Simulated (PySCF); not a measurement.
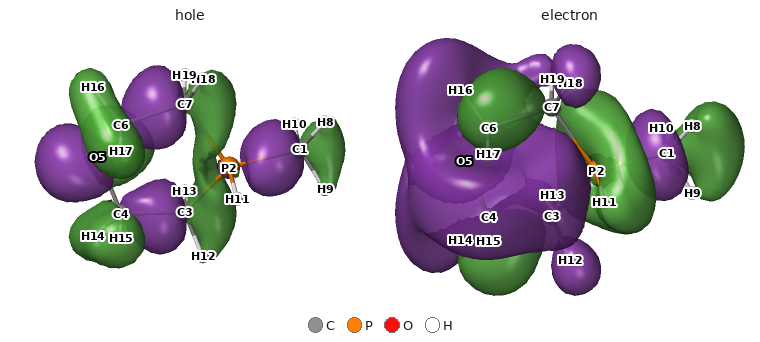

*C$_{5}$H$_{12}$OP, charge +1, SMILES `C[PH+]1CCOCC1`. Leading natural transition orbital pair of T₁ (TDHF triplet states); the surfaces enclose about 85 % of each orbital's density.*

Level of theory: HF/def2-SVP (PySCF), at a geometry from GFN2-xTB. No frequency check shows the geometry to be a minimum. GFN2-xTB bond lengths at metals and heavier atoms can be off by up to 0.1 Å and shapes distorted, which carries into these values. Without diffuse functions Rydberg states are missing, so the states' numbers hold for this basis only.

Question: Where does the state lie, and where do hole and electron sit?

Answer: 9.46 eV (131 nm), spin-forbidden from the singlet ground state; the leading pair carries 83 %; hole on O5 (36 %), C3, C4, C6 and C7 (9 % each) and P2 (8 %), electron on P2 (19 %), C4 and C6 (13 % each) and O5 (10 %) (shares are of the whole state, not of the leading pair alone); their centroids lie 0.5 Å apart. The HOMO–LUMO gap is 15.68 eV.
